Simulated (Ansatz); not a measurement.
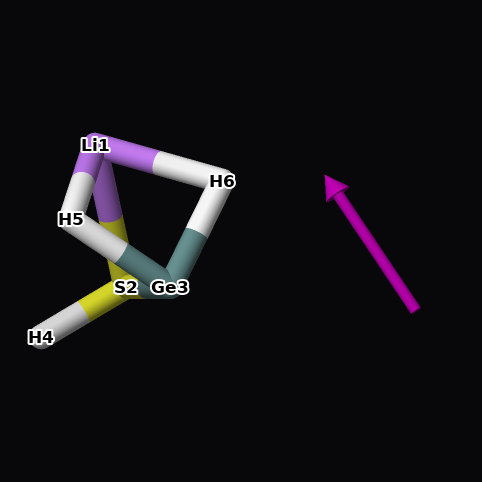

The arrow beside the molecule shows the direction of the dipole moment, from the negative to the positive end (its length means nothing). Computed geometry: PBE-D4/def2-SVP optimisation. No frequency run is at hand to confirm it as a minimum. Properties computed with RKS PBE-D4/def2-SVP (Ansatz 0.2.0).

### How large is the dipole moment?

4.26 D; it points from the side of Ge3 to the side of Li1 (the outermost atoms at the two ends).
